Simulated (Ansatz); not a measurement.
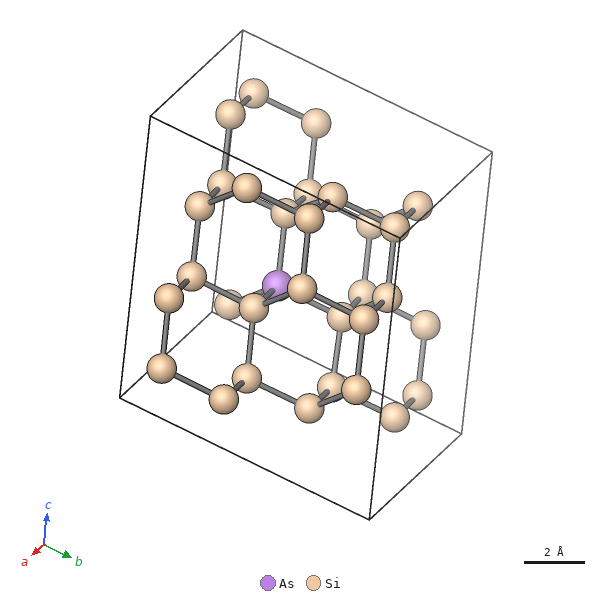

The figure gives a ball-and-stick picture of the atoms, viewed slightly off an axis. The parallelepiped is the supercell. The host is Si, in a cell of 32 sites, and the cell carries a charge of +1.

**What kind of defect was put in?**

Arsenic on a silicon site (a substitutional impurity). It is bonded to four Si in a tetrahedral arrangement at about 2.4 Å.

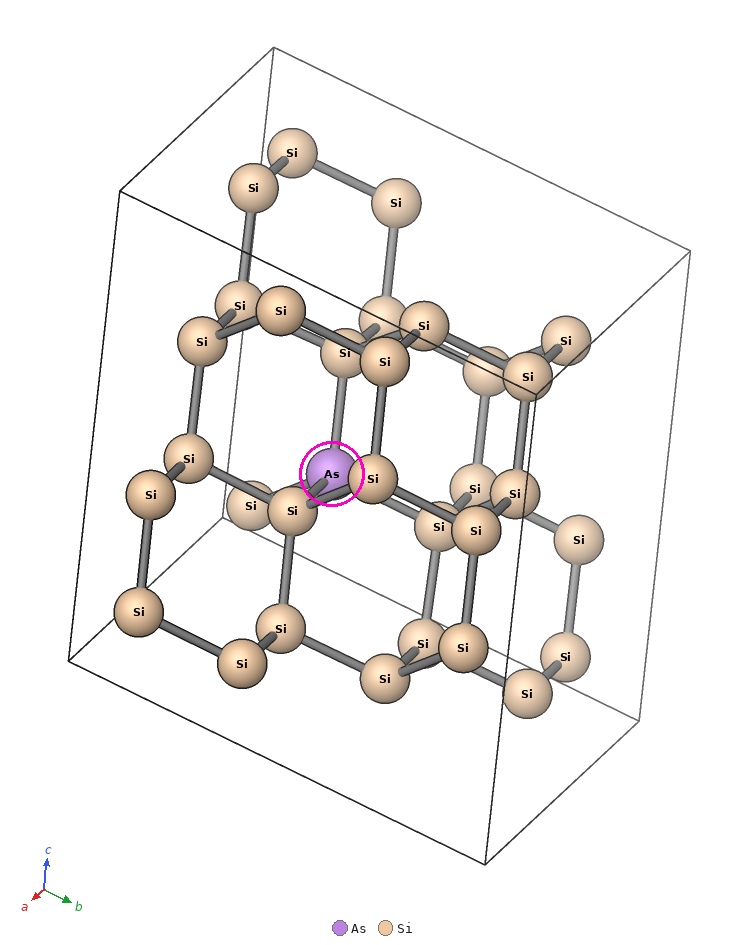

The same cell with a ring at the defect's site.

The atoms were relaxed in the host's cell with DFT PBE, scalar-relativistic, plane waves, PAW in Ansatz 0.2.0.
